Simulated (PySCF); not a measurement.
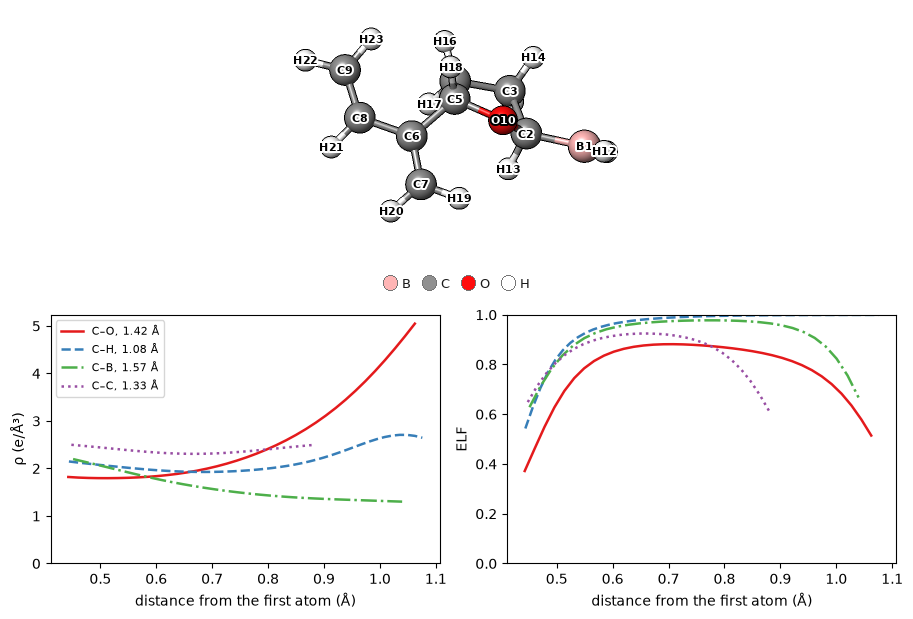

Figure. C8H13BO. Electron density and electron localisation function along straight lines between neighbouring atoms. The curves leave out the atomic cores. The structure is drawn too.

Geometry: GFN2-xTB.

Method: PBE0/pcSseg-1, SCF density, gas phase, non-relativistic in PySCF 2.14.0.

Input

```
{"job": {"kind": "nmr", "xc": "PBE0", "basis": "pcSseg-1"}, "charge": 0, "multiplicity": 1}
B     -3.269313     1.121608     0.060466
C     -1.875411     0.401376     0.021634
C     -1.605107    -0.707761     1.055825
C     -0.093170    -0.892078     0.935607
C      0.403833     0.476962     0.401166
C      1.269439     0.301030    -0.832210
C      0.872269     0.745123    -2.023707
C      2.556727    -0.365332    -0.686376
C      3.136669    -0.740785     0.447538
O     -0.748707     1.261231     0.149345
H     -4.224044     0.452064     0.110485
H     -3.341058     2.282483     0.000439
H     -1.829627    -0.087352    -0.976476
H     -1.869392    -0.348623     2.051025
H     -2.164587    -1.615888     0.845393
H      0.366163    -1.149835     1.887451
H      0.143131    -1.675753     0.214370
H      0.983416     1.019352     1.159521
H     -0.057661     1.272885    -2.144184
H      1.476949     0.616800    -2.906014
H      3.074826    -0.537877    -1.622151
H      4.104408    -1.213459     0.448560
H      2.685494    -0.589187     1.412373
```

Run with:

```sh
OMP_NUM_THREADS=1 python probes_run.py task.json out
```

What kind of bonding do the profiles show?

Answer. C–O (1.42 Å): ρ is about 2 e/Å³ halfway, with its minimum of 1.8 e/Å³ about 0.5 Å from C; the ELF peaks at about 0.90 between the atoms (a polar covalent bond).
C–H (1.08 Å): ρ at the midpoint is about 2 e/Å³; the ELF climbs to about 1 towards the hydrogen, as it does in any bond to H; a covalent bond by its length.
C–B (1.57 Å): the density is about 1.4 e/Å³ at the midpoint; the ELF peaks at about 1 between the atoms (a covalent bond).
C–C (1.33 Å): ρ is about 2.3 e/Å³ halfway; the ELF peaks at about 0.90 between the atoms: a short, multiple covalent bond.
